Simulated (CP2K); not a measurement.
**BH2O2F (SMILES OB(O)F): levels of theory compared**

Aim: a comparison of 4 runs (BLYP-D3(BJ)/DZVP-MOLOPT-SR-GTH, PBE/DZVP-MOLOPT-SR-GTH, PBE/TZV2P-MOLOPT-PBE-GTH, revPBE-D3(BJ)/TZV2P-MOLOPT-PBE-GTH) of BH2O2F. 

The calculation is run with CP2K 2026.2.

## 1. The molecule

BH2O2F: 6 atoms, total charge 0, spin state singlet. As SMILES, `OB(O)F`. The shape is that of a PBE0-D4/def2-TZVP optimisation. This is one conformer, not always the lowest.

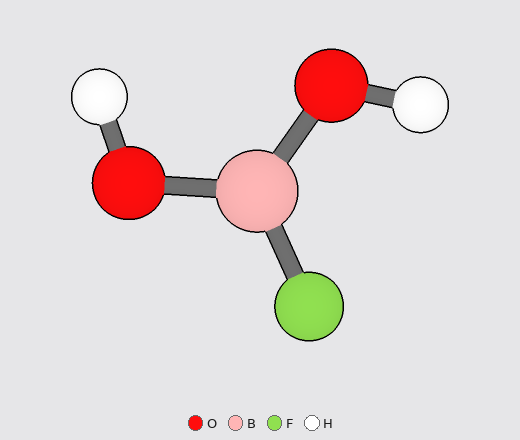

Viewed from a chosen angle; oxygen red, boron pink, fluorine green, hydrogen white.

## 2. A single-point energy at BLYP-D3(BJ)/DZVP-MOLOPT-SR-GTH (core potential) (run 1)

File mol.inp:

```
&GLOBAL
    PROJECT_NAME mol
    RUN_TYPE ENERGY
    PRINT_LEVEL MEDIUM
&END GLOBAL

&FORCE_EVAL
    METHOD Quickstep
    &DFT
        BASIS_SET_FILE_NAME BASIS_MOLOPT
        POTENTIAL_FILE_NAME GTH_POTENTIALS
        &QS
            METHOD GPW
            EPS_DEFAULT 1.0E-10
        &END QS
        &MGRID
            CUTOFF 400
            REL_CUTOFF 50
            NGRIDS 4
        &END MGRID
        &POISSON
            PERIODIC NONE
            POISSON_SOLVER WAVELET
        &END POISSON
        &SCF
            SCF_GUESS ATOMIC
            EPS_SCF 1.0E-06
            MAX_SCF 50
            &OT
                MINIMIZER DIIS
                PRECONDITIONER FULL_ALL
            &END OT
            &OUTER_SCF
                EPS_SCF 1.0E-06
                MAX_SCF 10
            &END OUTER_SCF
        &END SCF
        &XC
            &XC_FUNCTIONAL BLYP
            &END XC_FUNCTIONAL
            &VDW_POTENTIAL
                POTENTIAL_TYPE PAIR_POTENTIAL
                &PAIR_POTENTIAL
                    TYPE DFTD3(BJ)
                    PARAMETER_FILE_NAME dftd3.dat
                    REFERENCE_FUNCTIONAL BLYP
                    R_CUTOFF 15
                &END PAIR_POTENTIAL
            &END VDW_POTENTIAL
        &END XC
        &PRINT
            &MOMENTS
                PERIODIC F
                REFERENCE COM
                MAX_MOMENT 1
            &END MOMENTS
            &MO_CUBES
                NLUMO 1
                NHOMO -1
                WRITE_CUBE F
            &END MO_CUBES
            &HIRSHFELD OFF
            &END HIRSHFELD
        &END PRINT
    &END DFT
    &SUBSYS
        &CELL
            ABC 12.5 12.5 12.5
            PERIODIC NONE
        &END CELL
        &COORD
            O     -0.477500     0.971000    -0.208400
            B     -0.023800    -0.307500    -0.106500
            O      0.989400    -0.635200     0.726100
            F     -0.573100    -1.280600    -0.833200
            H     -1.198900     1.066100    -0.834300
            H      1.326000     0.122200     1.210000
        &END COORD
        &TOPOLOGY
            &CENTER_COORDINATES
            &END CENTER_COORDINATES
        &END TOPOLOGY
        &KIND O
            BASIS_SET DZVP-MOLOPT-SR-GTH-q6
            POTENTIAL GTH-BLYP-q6
        &END KIND
        &KIND B
            BASIS_SET DZVP-MOLOPT-SR-GTH-q3
            POTENTIAL GTH-BLYP-q3
        &END KIND
        &KIND F
            BASIS_SET DZVP-MOLOPT-SR-GTH-q7
            POTENTIAL GTH-BLYP-q7
        &END KIND
        &KIND H
            BASIS_SET DZVP-MOLOPT-SR-GTH-q1
            POTENTIAL GTH-BLYP-q1
        &END KIND
    &END SUBSYS
&END FORCE_EVAL
```

Command:

```
$ OMP_NUM_THREADS=1 cp2k.psmp -i mol.inp > mol.out 2>&1
```

The log of the run:

```text
CP2K| version string:                                       CP2K version 2026.2
[...]
 GLOBAL| Method name                                                        CP2K
[...]
 GLOBAL| Run type                                                         ENERGY
[...]
 DFT| Spin restricted Kohn-Sham (RKS) calculation                            RKS
 DFT| Multiplicity                                                             1
[...]
 DFT| Charge                                                                   0
[...]
 FUNCTIONAL| BECKE88:
 FUNCTIONAL| LYP:
[...]
 QS| Method:                                                                 GPW
[...]
 QS| Density cutoff [a.u.]:                                                200.0
[...]
 QS| Relative density cutoff [a.u.]:                                        25.0
[...]
                             - Atoms:                                          6
[...]
                             - Spherical basis functions:                     62
[...]
 Number of electrons:                                                         24
[...]
     1 OT DIIS     0.15E+00    4.2     0.24762602       -57.7254875110 -5.77E+01
[...]
  *** SCF run converged in    27 steps ***
[...]
  Overlap energy of the core charge distribution:               0.00000325754879
  Self energy of the core charge distribution:               -156.88721656929070
  Core Hamiltonian energy:                                     45.34101862816085
  Hartree energy:                                              64.64370282866966
  Exchange-correlation energy:                                -13.52284381003656
  Dispersion energy:                                           -0.00498340834917
  Total energy:                                               -60.43031907329712
[...]
 ENERGY| Total FORCE_EVAL ( QS ) energy [hartree]            -60.430319073297120
[...]
```

Wall time 89 s (1 thread of Intel Xeon 6975P-C (Granite Rapids), shared host); peak memory 1.5 GiB.

## 3. A single-point energy at PBE/DZVP-MOLOPT-SR-GTH (core potential) (run 2)

File molecule.xyz:

```xyz
6

O     -0.477500     0.971000    -0.208400
B     -0.023800    -0.307500    -0.106500
O      0.989400    -0.635200     0.726100
F     -0.573100    -1.280600    -0.833200
H     -1.198900     1.066100    -0.834300
H      1.326000     0.122200     1.210000
```

File run.inp:

```
&GLOBAL
    PROJECT run
    RUN_TYPE ENERGY
    PRINT_LEVEL MEDIUM
&END
&FORCE_EVAL
    METHOD QS
    &DFT
        BASIS_SET_FILE_NAME BASIS_MOLOPT
        POTENTIAL_FILE_NAME GTH_POTENTIALS
        &QS
            METHOD GPW
            EPS_DEFAULT 1.0E-10
        &END
        &MGRID
            CUTOFF 400
            REL_CUTOFF 50
            NGRIDS 4
        &END
        &POISSON
            PERIODIC NONE
            POISSON_SOLVER WAVELET
        &END
        # SCF settings
        &SCF
            SCF_GUESS ATOMIC
            EPS_SCF 1.0E-06
            MAX_SCF 30
            &OT
                MINIMIZER CG
                PRECONDITIONER FULL_SINGLE_INVERSE
            &END
            &OUTER_SCF
                EPS_SCF 1.0E-06
                MAX_SCF 5
            &END
        &END
        # functional
        &XC
            &XC_FUNCTIONAL PBE
            &END
        &END
        # extra output
        &PRINT
            &MOMENTS
                PERIODIC F
                REFERENCE COM
                MAX_MOMENT 1
            &END
            &MO_CUBES
                NLUMO 5
                NHOMO -1
                WRITE_CUBE F
            &END
            &HIRSHFELD OFF
            &END
        &END
    &END
    # atoms, cell and kinds
    &SUBSYS
        # box in angstrom
        &CELL
            ABC 12.5 12.5 12.5
            PERIODIC NONE
        &END
        &TOPOLOGY
            COORD_FILE_NAME molecule.xyz
            COORD_FILE_FORMAT XYZ
            &CENTER_COORDINATES
            &END
        &END
        &KIND O
            BASIS_SET DZVP-MOLOPT-SR-GTH-q6
            POTENTIAL GTH-PBE-q6
        &END
        &KIND B
            BASIS_SET DZVP-MOLOPT-SR-GTH-q3
            POTENTIAL GTH-PBE-q3
        &END
        &KIND F
            BASIS_SET DZVP-MOLOPT-SR-GTH-q7
            POTENTIAL GTH-PBE-q7
        &END
        &KIND H
            BASIS_SET DZVP-MOLOPT-SR-GTH-q1
            POTENTIAL GTH-PBE-q1
        &END
    &END
&END
```

Command:

```
$ OMP_NUM_THREADS=1 cp2k.psmp -i run.inp > run.out 2>&1
```

The log of the run:

```text
CP2K| version string:                                       CP2K version 2026.2
[...]
 GLOBAL| Method name                                                        CP2K
[...]
 GLOBAL| Run type                                                         ENERGY
[...]
 DFT| Spin restricted Kohn-Sham (RKS) calculation                            RKS
 DFT| Multiplicity                                                             1
[...]
 DFT| Charge                                                                   0
[...]
 FUNCTIONAL| PBE:
 QS| Method:                                                                 GPW
[...]
 QS| Density cutoff [a.u.]:                                                200.0
[...]
 QS| Relative density cutoff [a.u.]:                                        25.0
[...]
                             - Atoms:                                          6
[...]
                             - Spherical basis functions:                     62
[...]
 Number of electrons:                                                         24
[...]
     1 OT CG       0.80E-01    4.6     0.20762404       -57.7313235185 -5.77E+01
[...]
    28 OT CG       0.87E-01    3.2     0.00000094       -60.4645841644 -9.75E-11
  *** SCF run converged in    28 steps ***
[...]
  Overlap energy of the core charge distribution:               0.00000259977759
  Self energy of the core charge distribution:               -156.24523378179441
  Core Hamiltonian energy:                                     45.19579225143841
  Hartree energy:                                              64.14766249678065
  Exchange-correlation energy:                                -13.56280773056549
  Total energy:                                               -60.46458416436325
[...]
 HOMO - LUMO gap [eV] :    9.008462
 ENERGY| Total FORCE_EVAL ( QS ) energy [hartree]            -60.464584164363252
[...]
```

Run time: 2.6 min. Hardware: 1 thread of Intel Xeon 6975P-C (Granite Rapids), shared host; peak memory 1.4 GiB.

Run 3 isn't shown in full; the table further down has it.

## 4. The energy at revPBE-D3(BJ)/TZV2P-MOLOPT-PBE-GTH (core potential) (run 4)

File gas.inp:

```
&GLOBAL
 PROJECT gas
 RUN_TYPE ENERGY
 PRINT_LEVEL MEDIUM
&END GLOBAL
&FORCE_EVAL
 METHOD QS
 &DFT
  BASIS_SET_FILE_NAME BASIS_MOLOPT_UZH
  POTENTIAL_FILE_NAME POTENTIAL_UZH
  CHARGE 0
  MULTIPLICITY 1
  &QS
   METHOD GPW
   EPS_DEFAULT 1.0E-10
  &END QS
  &MGRID
   CUTOFF 400
   REL_CUTOFF 50
   NGRIDS 4
  &END MGRID
  # cluster boundary conditions
  &POISSON
   PERIODIC NONE
   POISSON_SOLVER WAVELET
  &END POISSON
  &SCF
   SCF_GUESS ATOMIC
   EPS_SCF 1.0E-06
   MAX_SCF 30
   &OT ON
    MINIMIZER DIIS
    PRECONDITIONER FULL_ALL
   &END OT
   &OUTER_SCF
    EPS_SCF 1.0E-06
    MAX_SCF 10
   &END OUTER_SCF
  &END SCF
  # exchange and correlation
  &XC
   &XC_FUNCTIONAL
    &PBE
     PARAMETRIZATION REVPBE
    &END PBE
   &END XC_FUNCTIONAL
   &VDW_POTENTIAL
    POTENTIAL_TYPE PAIR_POTENTIAL
    &PAIR_POTENTIAL
     TYPE DFTD3(BJ)
     PARAMETER_FILE_NAME dftd3.dat
     REFERENCE_FUNCTIONAL revPBE
     R_CUTOFF 15
    &END PAIR_POTENTIAL
   &END VDW_POTENTIAL
  &END XC
  &PRINT
   &MOMENTS
    PERIODIC F
    REFERENCE COM
    MAX_MOMENT 1
   &END MOMENTS
   &MO_CUBES
    NLUMO 3
    NHOMO -1
    WRITE_CUBE F
   &END MO_CUBES
   &HIRSHFELD OFF
   &END HIRSHFELD
  &END PRINT
 &END DFT
 &SUBSYS
  # vacuum box
  &CELL
   ABC [angstrom] 12.5 12.5 12.5
   PERIODIC NONE
  &END CELL
  &COORD
   UNIT bohr
   O     -0.9023442     1.8349241    -0.3938189
   B     -0.0449755    -0.5810908    -0.2012558
   O      1.8696950    -1.2003540     1.3721301
   F     -1.0830020    -2.4199833    -1.5745198
   H     -2.2655927     2.0146370    -1.5765985
   H      2.5057768     0.2309245     2.2865686
  &END COORD
  &TOPOLOGY
   &CENTER_COORDINATES
   &END CENTER_COORDINATES
  &END TOPOLOGY
  &KIND O
   BASIS_SET TZV2P-MOLOPT-PBE-GTH-q6
   POTENTIAL GTH-PBE-q6
  &END KIND
  &KIND B
   BASIS_SET TZV2P-MOLOPT-PBE-GTH-q3
   POTENTIAL GTH-PBE-q3
  &END KIND
  &KIND F
   BASIS_SET TZV2P-MOLOPT-PBE-GTH-q7
   POTENTIAL GTH-PBE-q7
  &END KIND
  &KIND H
   BASIS_SET TZV2P-MOLOPT-PBE-GTH-q1
   POTENTIAL GTH-PBE-q1
  &END KIND
 &END SUBSYS
&END FORCE_EVAL
```

Command:

```
$ OMP_NUM_THREADS=1 cp2k.psmp -i gas.inp > gas.out 2>&1
```

The log of the run:

```text
CP2K| version string:                                       CP2K version 2026.2
[...]
 GLOBAL| Method name                                                        CP2K
[...]
 GLOBAL| Run type                                                         ENERGY
[...]
 DFT| Spin restricted Kohn-Sham (RKS) calculation                            RKS
 DFT| Multiplicity                                                             1
[...]
 DFT| Charge                                                                   0
[...]
 FUNCTIONAL| PBE:
[...]
 QS| Method:                                                                 GPW
[...]
 QS| Density cutoff [a.u.]:                                                200.0
[...]
 QS| Relative density cutoff [a.u.]:                                        25.0
[...]
                             - Atoms:                                          6
[...]
                             - Spherical basis functions:                    144
[...]
 Number of electrons:                                                         24
[...]
     1 OT DIIS     0.15E+00    4.3     0.15575567       -57.4674176741 -5.75E+01
[...]
  *** SCF run converged in    29 steps ***
[...]
  Overlap energy of the core charge distribution:               0.00000264088428
  Self energy of the core charge distribution:               -156.30362319092941
  Core Hamiltonian energy:                                     45.27057414700055
  Hartree energy:                                              64.14577990140751
  Exchange-correlation energy:                                -13.64360156525691
  Dispersion energy:                                           -0.00636409029486
  Total energy:                                               -60.53723215718884
[...]
 HOMO - LUMO gap [eV] :    7.959164
 ENERGY| Total FORCE_EVAL ( QS ) energy [hartree]            -60.537232157188839
[...]
```

It took 1.7 min on 1 thread of Intel Xeon 6975P-C (Granite Rapids), shared host; peak memory 1.5 GiB.

## 5. The series

| run | level | core potential | iteration cap | energy (Eh) | dipole moment (D) | HOMO energy (eV) | LUMO energy (eV) | wall time |
| --- | --- | --- | --- | --- | --- | --- | --- | --- |
| 1 | BLYP-D3(BJ)/DZVP-MOLOPT-SR-GTH (core potential) | GTH-BLYP | 50 | -60.430319 | 1.80 | -7.93 | 1.12 | 89 s |
| 2 | PBE/DZVP-MOLOPT-SR-GTH (core potential) | GTH-PBE | 30 | -60.464584 | 1.81 | -8.05 | 0.96 | 2.6 min |
| 3 | PBE/TZV2P-MOLOPT-PBE-GTH (core potential) | GTH-PBE | 100 | -60.468101 | 1.81 | -8.04 | -0.13 | 2.2 min |
| 4 | revPBE-D3(BJ)/TZV2P-MOLOPT-PBE-GTH (core potential) | GTH-PBE | 30 | -60.537232 | 1.80 | -7.98 | -0.02 | 1.7 min |

## 6. What came out

| quantity | value |
| --- | --- |
| run 4: total energy | -60.53723 Eh |
| run 4: dipole moment | 1.80 D |
| run 4: HOMO energy | -7.98 eV |
| run 4: LUMO energy | -0.02 eV |
| run 4: HOMO–LUMO gap | 7.96 eV |
| run 4: dispersion energy | -16.71 kJ/mol |

**Reading.** The dipole moment (its size) runs from 1.80 D (revPBE-D3(BJ)/TZV2P-MOLOPT-PBE-GTH) to 1.81 D (PBE/DZVP-MOLOPT-SR-GTH). The two ends differ in method and basis. The HOMO–LUMO gap runs from 7.92 eV (PBE/TZV2P-MOLOPT-PBE-GTH) to 9.05 eV (BLYP-D3(BJ)/DZVP-MOLOPT-SR-GTH). Totals of different functionals can't be ranked against each other. All runs together took 8 min, the longest 2.6 min.
